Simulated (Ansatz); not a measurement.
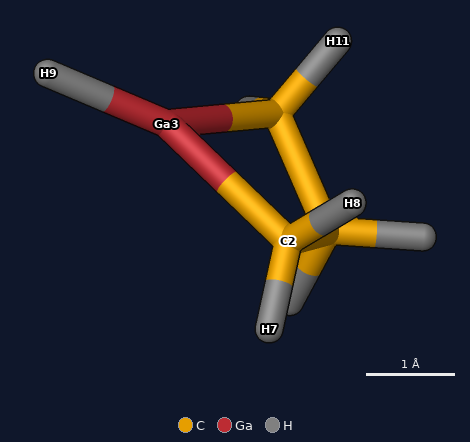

*The starting structure (stick view, seen at a tilt; atoms are numbered from 1 in the order of the input). Sticks mark near contacts.*

Bond lengths as drawn: C–C 1.55 Å, C–Ga 1.99 Å, C–H 1.09 to 1.10 Å and Ga–H 1.57 Å.

**C$_{3}$H$_{7}$Ga: molecular dynamics**

The run: molecular dynamics of C$_{3}$H$_{7}$Ga, SMILES C1[CH2][GaH][CH2]1. Method and program: RKS revPBE-d3bjatm/6-31G* (Ansatz 0.2.0).

The geometry comes from this level: PBE0-D4/def2-TZVP. Figures and captions count atoms from 1; the log counts them from 0 in places.

The input:
```yaml
crystal:
  periodic: [false, false, false]
  atoms:
    - {symbol: C, position_ang: [-0.496295, 0.428171, -0.673365]}
    - {symbol: C, position_ang: [-1.004810, -0.632514, 0.334262]}
    - {symbol: Ga, position_ang: [0.720758, -0.383445, 1.303881]}
    - {symbol: C, position_ang: [1.038788, 0.469295, -0.471346]}
    - {symbol: H, position_ang: [-0.794122, 0.224053, -1.708058]}
    - {symbol: H, position_ang: [-0.919723, 1.403132, -0.414049]}
    - {symbol: H, position_ang: [-1.981833, -0.442830, 0.779628]}
    - {symbol: H, position_ang: [-1.032630, -1.632152, -0.112853]}
    - {symbol: H, position_ang: [1.404396, -0.636527, 2.692009]}
    - {symbol: H, position_ang: [1.514472, 1.442115, -0.598800]}
    - {symbol: H, position_ang: [1.550988, -0.239290, -1.131299]}
basis:
  gaussian: {orbitals: "6-31G*"}
hamiltonian: {xc: {name: revPBE}, dispersion: d3bjatm}
md: {timestep: 0.5 fs, n_steps: 30, ensemble: nve, temperature: 300, initial_velocities: maxwell_boltzmann, seed: 489}
```

Launched with:
```bash
ansatz run in.yaml --threads 4 --pin off --events-out ev --progress --plain --max-ram 10444MiB
```

What the program printed:
```
Functional definition: revPBE
  name "revPBE"
  cite "Zhang & Yang, Phys. Rev. Lett. 80, 890 (1998) doi:10.1103/PhysRevLett.80.890"
  cite "Perdew, Burke & Ernzerhof, Phys. Rev. Lett. 77, 3865 (1996) doi:10.1103/PhysRevLett.77.3865"
  parameter kappa = 1.245
  parameter beta = 0.06672455060314922
  exchange = pbe_x(kappa = kappa, mu = beta*pi^2/3)
  correlation = pbe_c(beta = beta)
1201 factors; their error is unknown
mean field evaluation 1: about -55576.9940 eV, gradient 7.4e1 eV
mean field evaluation 2: about -55480.1698 eV, gradient 1.7e2 eV
mean field evaluation 4: about -55589.5568 eV, gradient 1.1e1 eV
mean field evaluation 8: about -55589.8115 eV, gradient 2.6e-1 eV
mean field evaluation 16: about -55589.7473 eV, gradient 2.3e-4 eV
mean field -55589.74729765 eV, -2042.8855331048 hartree, gradient 4.3e-5 eV, S^2 0.000000; 0 other end points of the search recorded, 0 dependent functions left out
the calculation of the forces begins
reference -55589.74735197 eV, -2042.8855351009 hartree; 28, 28 occupied and 66, 66 virtual orbitals, 1201 factors
md step     0: t =     0.00 fs  T =   300.0 K  F+E_penalty+E_count = -55590.27983744 eV  E_kin = 0.349002 eV  conserved = -55589.93083544 eV  (28 SCF iters)
these checks for a lower state are left out or cut short: starts, cluster_reference, orbital_swaps, neighbouring_geometries, increment
1201 factors; their error is unknown
mean field -55589.73277940 eV, -2042.8849995687 hartree, gradient 1.3e-5 eV, S^2 0.000000; 0 other end points of the search recorded, 0 dependent functions left out
the calculation of the forces begins
reference -55589.73283381 eV, -2042.8850015684 hartree; 28, 28 occupied and 66, 66 virtual orbitals, 1201 factors
md step     1: t =     0.50 fs  T =   287.7 K  F+E_penalty+E_count = -55590.26522983 eV  E_kin = 0.334715 eV  conserved = -55589.93051482 eV  (30 SCF iters)
[... from here on the SCF iterations and repeated set-up lines of each step are left out, up to the last step ...]
md step     2: t =     1.00 fs  T =   254.1 K  F+E_penalty+E_count = -55590.22520906 eV  E_kin = 0.295593 eV  conserved = -55589.92961583 eV  (31 SCF iters)
md step     3: t =     1.50 fs  T =   210.7 K  F+E_penalty+E_count = -55590.17362777 eV  E_kin = 0.245124 eV  conserved = -55589.92850388 eV  (30 SCF iters)
md step     4: t =     2.00 fs  T =   171.9 K  F+E_penalty+E_count = -55590.12761522 eV  E_kin = 0.199985 eV  conserved = -55589.92763034 eV  (30 SCF iters)
md step     5: t =     2.50 fs  T =   149.0 K  F+E_penalty+E_count = -55590.10068107 eV  E_kin = 0.173368 eV  conserved = -55589.92731265 eV  (30 SCF iters)
md step     6: t =     3.00 fs  T =   146.4 K  F+E_penalty+E_count = -55590.09785264 eV  E_kin = 0.170275 eV  conserved = -55589.92757787 eV  (32 SCF iters)
md step     7: t =     3.50 fs  T =   160.7 K  F+E_penalty+E_count = -55590.11513551 eV  E_kin = 0.186939 eV  conserved = -55589.92819651 eV  (32 SCF iters)
md step     8: t =     4.00 fs  T =   183.9 K  F+E_penalty+E_count = -55590.14285248 eV  E_kin = 0.213986 eV  conserved = -55589.92886645 eV  (31 SCF iters)
md step     9: t =     4.50 fs  T =   207.0 K  F+E_penalty+E_count = -55590.17022160 eV  E_kin = 0.240838 eV  conserved = -55589.92938377 eV  (30 SCF iters)
md step    10: t =     5.00 fs  T =   222.6 K  F+E_penalty+E_count = -55590.18863512 eV  E_kin = 0.258949 eV  conserved = -55589.92968654 eV  (30 SCF iters)
md step    11: t =     5.50 fs  T =   226.1 K  F+E_penalty+E_count = -55590.19287071 eV  E_kin = 0.263076 eV  conserved = -55589.92979455 eV  (30 SCF iters)
md step    12: t =     6.00 fs  T =   216.0 K  F+E_penalty+E_count = -55590.18103313 eV  E_kin = 0.251310 eV  conserved = -55589.92972315 eV  (31 SCF iters)
md step    13: t =     6.50 fs  T =   193.4 K  F+E_penalty+E_count = -55590.15440586 eV  E_kin = 0.224956 eV  conserved = -55589.92945019 eV  (31 SCF iters)
md step    14: t =     7.00 fs  T =   162.3 K  F+E_penalty+E_count = -55590.11771048 eV  E_kin = 0.188760 eV  conserved = -55589.92895045 eV  (30 SCF iters)
md step    15: t =     7.50 fs  T =   129.8 K  F+E_penalty+E_count = -55590.07927350 eV  E_kin = 0.150997 eV  conserved = -55589.92827690 eV  (32 SCF iters)
md step    16: t =     8.00 fs  T =   105.2 K  F+E_penalty+E_count = -55590.04995004 eV  E_kin = 0.122326 eV  conserved = -55589.92762405 eV  (32 SCF iters)
md step    17: t =     8.50 fs  T =    96.9 K  F+E_penalty+E_count = -55590.03998606 eV  E_kin = 0.112697 eV  conserved = -55589.92728953 eV  (32 SCF iters)
md step    18: t =     9.00 fs  T =   109.1 K  F+E_penalty+E_count = -55590.05449137 eV  E_kin = 0.126977 eV  conserved = -55589.92751394 eV  (49 SCF iters)
md step    19: t =     9.50 fs  T =   138.9 K  F+E_penalty+E_count = -55590.08990564 eV  E_kin = 0.161604 eV  conserved = -55589.92830168 eV  (31 SCF iters)
md step    20: t =    10.00 fs  T =   176.0 K  F+E_penalty+E_count = -55590.13406369 eV  E_kin = 0.204693 eV  conserved = -55589.92937042 eV  (31 SCF iters)
md step    21: t =    10.50 fs  T =   206.5 K  F+E_penalty+E_count = -55590.17054184 eV  E_kin = 0.240258 eV  conserved = -55589.93028347 eV  (31 SCF iters)
md step    22: t =    11.00 fs  T =   218.9 K  F+E_penalty+E_count = -55590.18533476 eV  E_kin = 0.254674 eV  conserved = -55589.93066037 eV  (30 SCF iters)
md step    23: t =    11.50 fs  T =   208.3 K  F+E_penalty+E_count = -55590.17268832 eV  E_kin = 0.242345 eV  conserved = -55589.93034382 eV  (31 SCF iters)
md step    24: t =    12.00 fs  T =   178.8 K  F+E_penalty+E_count = -55590.13751234 eV  E_kin = 0.208047 eV  conserved = -55589.92946549 eV  (30 SCF iters)
md step    25: t =    12.50 fs  T =   141.8 K  F+E_penalty+E_count = -55590.09332755 eV  E_kin = 0.164926 eV  conserved = -55589.92840185 eV  (30 SCF iters)
md step    26: t =    13.00 fs  T =   110.8 K  F+E_penalty+E_count = -55590.05648904 eV  E_kin = 0.128882 eV  conserved = -55589.92760707 eV  (31 SCF iters)
md step    27: t =    13.50 fs  T =    96.2 K  F+E_penalty+E_count = -55590.03926365 eV  E_kin = 0.111882 eV  conserved = -55589.92738136 eV  (32 SCF iters)
md step    28: t =    14.00 fs  T =   101.0 K  F+E_penalty+E_count = -55590.04523243 eV  E_kin = 0.117512 eV  conserved = -55589.92772025 eV  (32 SCF iters)
md step    29: t =    14.50 fs  T =   121.1 K  F+E_penalty+E_count = -55590.06922743 eV  E_kin = 0.140860 eV  conserved = -55589.92836756 eV  (32 SCF iters)
these checks for a lower state are left out or cut short: starts, cluster_reference, orbital_swaps, neighbouring_geometries, increment
1201 factors; their error is unknown
mean field -55589.57746534 eV, -2042.8792918823 hartree, gradient 1.4e-5 eV, S^2 0.000000; 0 other end points of the search recorded, 0 dependent functions left out
the calculation of the forces begins
reference -55589.57752047 eV, -2042.8792939081 hartree; 28, 28 occupied and 66, 66 virtual orbitals, 1201 factors
1201 factors; their error is unknown
mean field evaluation 256: about -55589.6349 eV, gradient 3.6e-1 eV
mean field -55589.57746534 eV, -2042.8792918823 hartree, gradient 1.4e-5 eV, S^2 0.000000; 1 other end points of the search recorded, 0 dependent functions left out
the calculation of the forces begins
reference -55589.57752047 eV, -2042.8792939081 hartree; 28, 28 occupied and 66, 66 virtual orbitals, 1201 factors
md step    30: t =    15.00 fs  T =   147.9 K  F+E_penalty+E_count = -55590.10107635 eV  E_kin = 0.172062 eV  conserved = -55589.92901461 eV  (50 SCF iters)
```

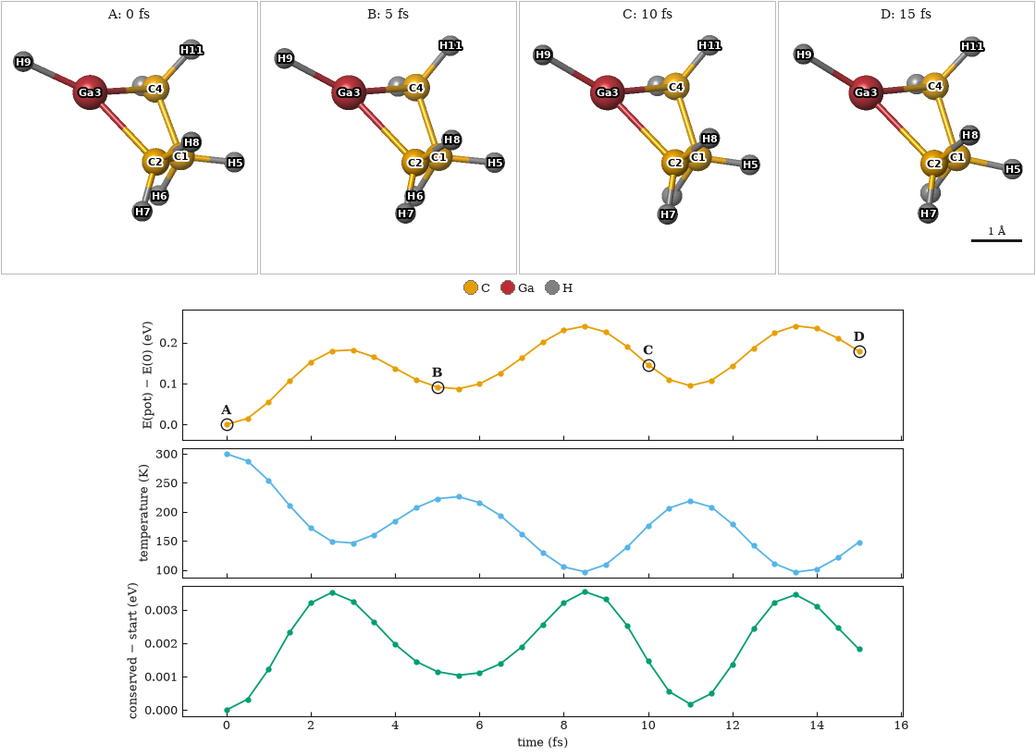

*Frames of the molecular dynamics (ball-and-stick, seen at an oblique angle) above the curves, on which the letters mark them.*

The trajectory kept here has 31 frames over 15 fs. The temperature starts at 300 K, ranges from 96 to 300 K and averages 143 K over the second half. The potential energy ends 0.179 eV above its first value. The conserved quantity stays within 0.0035 eV. After an unweighted best fit of the last frame on the first, the root-mean-square displacement is 0.10 Å, and H7 has moved furthest (0.17 Å).

```
Total energy: -55590.10113148 eV, -2042.8985362578 hartree
Atom 0 at    -0.509945     0.446685    -0.651004 Å, force    -0.046117    -0.814885    -1.705703 eV/Å
Atom 1 at    -1.055934    -0.664297     0.314609 Å, force     1.452784    -0.289379    -0.581290 eV/Å
Atom 2 at     0.723864    -0.371251     1.313250 Å, force    -0.019347    -0.771355     0.137212 eV/Å
Atom 3 at     1.071666     0.430526    -0.512408 Å, force     0.028786     1.379217     0.141714 eV/Å
Atom 4 at    -0.907093     0.336666    -1.735822 Å, force     0.602791     0.092464     1.162552 eV/Å
Atom 5 at    -0.853246     1.412637    -0.307342 Å, force    -0.323283     0.714836     0.250896 eV/Å
Atom 6 at    -2.084081    -0.557844     0.639146 Å, force    -0.468773     0.041205     0.270412 eV/Å
Atom 7 at    -0.908614    -1.684997    -0.165929 Å, force    -0.221275     0.690888     0.381048 eV/Å
Atom 8 at     1.483264    -0.851538     2.660694 Å, force    -0.135556     0.230622    -0.150728 eV/Å
Atom 9 at     1.569193     1.472772    -0.553412 Å, force    -0.677065    -1.292569    -0.080165 eV/Å
Atom 10 at     1.607361    -0.232551    -1.221790 Å, force    -0.192945     0.018956     0.174053 eV/Å
Dipole moment:    -0.014653     0.070389    -0.039002 e Å
```

Trajectory as extended XYZ (Å, eV, eV/Å), 9 of the 31 frames kept, from step=0 to step=30:
```
11
Properties=species:S:1:pos:R:3:forces:R:3 step=0 time_fs=0.0 energy=-55590.27984 temperature=300.0
C    -0.4963    0.4282   -0.6734   -0.0885   0.0683  -0.1318
C    -1.0048   -0.6325    0.3343   -0.1089  -0.0751   0.0880
Ga    0.7208   -0.3834    1.3039    0.1650  -0.0951   0.2886
C     1.0388    0.4693   -0.4713    0.1455   0.0617  -0.0126
H    -0.7941    0.2241   -1.7081   -0.1040  -0.0871  -0.3829
H    -0.9197    1.4031   -0.4140   -0.1472   0.3452   0.0986
H    -1.9818   -0.4428    0.7796   -0.3424   0.0695   0.1765
H    -1.0326   -1.6322   -0.1129   -0.0012  -0.3437  -0.1517
H     1.4044   -0.6365    2.6920    0.1321  -0.0434   0.2757
H     1.5145    1.4421   -0.5988    0.1756   0.3488  -0.0277
H     1.5510   -0.2393   -1.1313    0.1740  -0.2491  -0.2207
11
Properties=species:S:1:pos:R:3:forces:R:3 step=4 time_fs=2.0 energy=-55590.12761 temperature=171.9
C    -0.5023    0.4300   -0.6565    0.4367  -1.4065  -2.1733
C    -1.0116   -0.6293    0.3299    1.2313  -1.3687  -0.7076
Ga    0.7210   -0.3811    1.3047    0.0593  -0.1654   0.1032
C     1.0437    0.4579   -0.4822    0.5445   1.5586   0.2976
H    -0.8005    0.2205   -1.7442    0.1542   0.2474   0.9520
H    -0.9090    1.3684   -0.3940   -0.6288   1.6194   0.3613
H    -1.9682   -0.4663    0.7319   -1.7204   0.3255   0.8050
H    -1.0210   -1.6594   -0.1341    0.0872   0.5602   0.2703
H     1.4112   -0.6712    2.6695    0.1961  -0.0619   0.4325
H     1.5312    1.4907   -0.5735   -0.4666  -1.1428  -0.0045
H     1.5787   -0.2478   -1.1235    0.1065  -0.1658  -0.3366
11
Properties=species:S:1:pos:R:3:forces:R:3 step=8 time_fs=4.0 energy=-55590.14285 temperature=183.9
C    -0.5071    0.4281   -0.6462    0.3079  -0.4933  -2.4558
C    -1.0152   -0.6301    0.3236    0.2148  -1.4904  -0.1718
Ga    0.7212   -0.3789    1.3056    0.0685  -0.2587   0.1225
C     1.0503    0.4511   -0.4922    0.5830   1.5410   0.4131
H    -0.8018    0.2256   -1.7474    0.1303   0.3431   1.1863
H    -0.9192    1.3882   -0.3622   -0.1894   0.7233   0.0517
H    -2.0120   -0.4788    0.7113   -0.6397   0.1348   0.3707
H    -1.0064   -1.6675   -0.1460    0.0833   0.7505   0.3723
H     1.4251   -0.7081    2.6629    0.1497  -0.0340   0.3654
H     1.5318    1.4995   -0.5488   -0.5202  -1.3884  -0.1156
H     1.6097   -0.2618   -1.1276   -0.1882   0.1721  -0.1388
11
Properties=species:S:1:pos:R:3:forces:R:3 step=11 time_fs=5.5 energy=-55590.19287 temperature=226.1
C    -0.5100    0.4253   -0.6435    0.1379   0.8405  -1.6525
C    -1.0172   -0.6339    0.3185   -1.0244  -0.9279   0.5910
Ga    0.7214   -0.3774    1.3062    0.1234  -0.3486   0.2319
C     1.0565    0.4492   -0.4988    0.2325   0.6807   0.4716
H    -0.7996    0.2377   -1.7210   -0.0569   0.2484   0.5945
H    -0.9327    1.4235   -0.3362    0.3406  -0.4751  -0.3178
H    -2.0635   -0.4843    0.7063    0.7113  -0.0730  -0.1286
H    -0.9933   -1.6555   -0.1460    0.0458   0.3494   0.1991
H     1.4393   -0.7366    2.6672    0.0567   0.0215   0.2008
H     1.5196    1.4724   -0.5329   -0.1754  -0.6846  -0.2123
H     1.6289   -0.2688   -1.1346   -0.3916   0.3688   0.0222
11
Properties=species:S:1:pos:R:3:forces:R:3 step=15 time_fs=7.5 energy=-55590.07927 temperature=129.8
C    -0.5134    0.4243   -0.6441    0.3877   1.8156   0.0992
C    -1.0228   -0.6411    0.3134   -1.6143   0.1670   1.2504
Ga    0.7217   -0.3755    1.3073    0.1910  -0.4828   0.3868
C     1.0650    0.4481   -0.5063   -0.7694  -1.0763   0.6240
H    -0.7999    0.2613   -1.6713   -0.4598  -0.0206  -0.9363
H    -0.9387    1.4531   -0.3127    0.6528  -1.2186  -0.5383
H    -2.1071   -0.4943    0.6950    1.4962  -0.1909  -0.3790
H    -0.9744   -1.6311   -0.1407    0.0150  -0.5674  -0.2073
H     1.4598   -0.7737    2.6788   -0.0875   0.1176  -0.0578
H     1.5004    1.4198   -0.5191    0.6275   1.1130  -0.2839
H     1.6415   -0.2662   -1.1434   -0.4392   0.3434   0.0423
11
Properties=species:S:1:pos:R:3:forces:R:3 step=19 time_fs=9.5 energy=-55590.08991 temperature=138.9
C    -0.5156    0.4287   -0.6446    0.7290   1.3716   0.6717
C    -1.0333   -0.6481    0.3121   -0.7894   0.5778   1.0144
Ga    0.7222   -0.3738    1.3086    0.2121  -0.6163   0.4669
C     1.0712    0.4440   -0.5117   -1.3338  -1.2000   0.8609
H    -0.8169    0.2845   -1.6545   -0.5485  -0.1471  -1.4903
H    -0.9212    1.4396   -0.3086    0.4525  -0.7740  -0.3551
H    -2.0974   -0.5110    0.6707    0.8916  -0.1160  -0.1354
H    -0.9548   -1.6264   -0.1425    0.0133  -0.8483  -0.3239
H     1.4771   -0.8063    2.6885   -0.1970   0.2034  -0.2534
H     1.5031    1.4054   -0.5158    0.7816   1.5407  -0.2693
H     1.6381   -0.2513   -1.1513   -0.2114   0.0081  -0.1864
11
Properties=species:S:1:pos:R:3:forces:R:3 step=22 time_fs=11.0 energy=-55590.18534 temperature=218.9
C    -0.5157    0.4349   -0.6439    0.7712   0.0737  -0.4520
C    -1.0429   -0.6522    0.3133    0.7609   0.1092   0.1832
Ga    0.7226   -0.3728    1.3097    0.1909  -0.7026   0.4598
C     1.0732    0.4385   -0.5140   -1.0347   0.2480   0.9922
H    -0.8428    0.2986   -1.6770   -0.1802  -0.0518  -0.5377
H    -0.8965    1.4097   -0.3146    0.0010   0.2952   0.0385
H    -2.0673   -0.5265    0.6487   -0.4263   0.0442   0.3150
H    -0.9399   -1.6430   -0.1515   -0.0327  -0.3134  -0.0671
H     1.4853   -0.8258    2.6898   -0.2365   0.2451  -0.3241
H     1.5239    1.4313   -0.5201    0.1886   0.3053  -0.2366
H     1.6297   -0.2392   -1.1613   -0.0023  -0.2530  -0.3713
11
Properties=species:S:1:pos:R:3:forces:R:3 step=26 time_fs=13.0 energy=-55590.05649 temperature=110.8
C    -0.5138    0.4430   -0.6445    0.6297  -1.5548  -1.9643
C    -1.0530   -0.6575    0.3151    2.4922  -0.5295  -0.8114
Ga    0.7232   -0.3718    1.3114    0.1133  -0.7729   0.3550
C     1.0731    0.4321   -0.5144   -0.3913   1.6007   0.7726
H    -0.8817    0.3162   -1.7206    0.3776   0.0870   0.8247
H    -0.8656    1.3843   -0.3197   -0.5601   1.6002   0.5225
H    -2.0462   -0.5453    0.6314   -1.7875   0.1873   0.7334
H    -0.9215   -1.6728   -0.1643   -0.1486   0.5140   0.3213
H     1.4885   -0.8436    2.6809   -0.2240   0.2618  -0.3041
H     1.5558    1.4717   -0.5336   -0.5288  -1.1295  -0.1662
H     1.6184   -0.2313   -1.1867    0.0277  -0.2644  -0.2835
11
Properties=species:S:1:pos:R:3:forces:R:3 step=30 time_fs=15.0 energy=-55590.10108 temperature=147.9
C    -0.5099    0.4467   -0.6510   -0.0461  -0.8149  -1.7057
C    -1.0559   -0.6643    0.3146    1.4528  -0.2894  -0.5813
Ga    0.7239   -0.3713    1.3133   -0.0193  -0.7714   0.1372
C     1.0717    0.4305   -0.5124    0.0288   1.3792   0.1417
H    -0.9071    0.3367   -1.7358    0.6028   0.0925   1.1626
H    -0.8532    1.4126   -0.3073   -0.3233   0.7148   0.2509
H    -2.0841   -0.5578    0.6391   -0.4688   0.0412   0.2704
H    -0.9086   -1.6850   -0.1659   -0.2213   0.6909   0.3810
H     1.4833   -0.8515    2.6607   -0.1356   0.2306  -0.1507
H     1.5692    1.4728   -0.5534   -0.6771  -1.2926  -0.0802
H     1.6074   -0.2326   -1.2218   -0.1929   0.0190   0.1741
```

Results in brief:

```csv
quantity,value
outcome,finished
mean temperature over the second half,143 K
trajectory,"30 steps, 15 fs"
ensemble,nve
temperature in the input,300 K
time step,0.5 fs
potential energy (last step),−55590.1011 eV
mean-field energy (last step),−55589.5775 eV
dispersion energy (last step),−0.5236 eV
SCF solution under orbital rotations (last step),stable
largest force (length of the vector) (last step),1.891 eV/Å
dipole moment (last step),0.39 D
hardware,"4 threads of Arm Neoverse V1, 23 GiB of memory available, shared host"
wall time,36 s (CPU time 2.2 min)
peak memory,0.43 GiB
```

Notes:

So short a trajectory is not equilibrated.
